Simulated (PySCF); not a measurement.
```xyz
13

B     2.3827   -0.4614    0.0896
C     0.8928   -0.2749    0.0581
C     0.2896    0.9835   -0.2705
C    -1.0616    1.1566   -0.2972
C    -1.8945    0.0571    0.0119
C    -1.2526   -1.1379    0.3201
N     0.0392   -1.3357    0.3517
H     3.1079    0.4552   -0.1645
H     2.8867   -1.5019    0.3622
H     0.9487    1.8156   -0.5023
H    -1.5069    2.1186   -0.5514
H    -2.9755    0.1422    0.0109
H    -1.8609   -2.0165    0.5636
```

Geometry: GFN2-xTB.

Method: UKS B3LYP, pcH-1 on B C H N, non-relativistic, mean-field spin-orbit, GIAO (PySCF 2.14.0, density-fitted response routines).

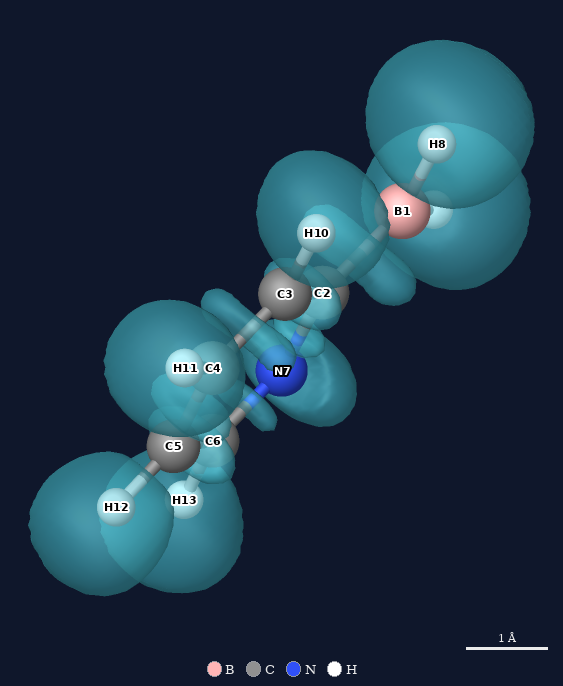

C5H6BN (SMILES [BH2-]c1ccccn1) (charge −1, doublet). Isosurface of the ELF at 0.85 (cyan), seen at an oblique angle. Core shells and regions of very low density are left out.

Identify the bonds, lone pairs and shells in this picture.

Answer. The ELF exceeds this value in one region between bonded B–C atoms (shared pairs), four regions between bonded C–C atoms (shared pairs), two regions between bonded C–N atoms (shared pairs), six regions around hydrogen nuclei and one lobe on N, pointing away from the bonds (non-bonding electrons). Profiles from the grid: C–N (1.31 Å): the ELF peaks at about 0.90 between the atoms; a covalent bond. C–C (1.36 Å): the ELF peaks at about 0.95 between the atoms; a covalent bond.
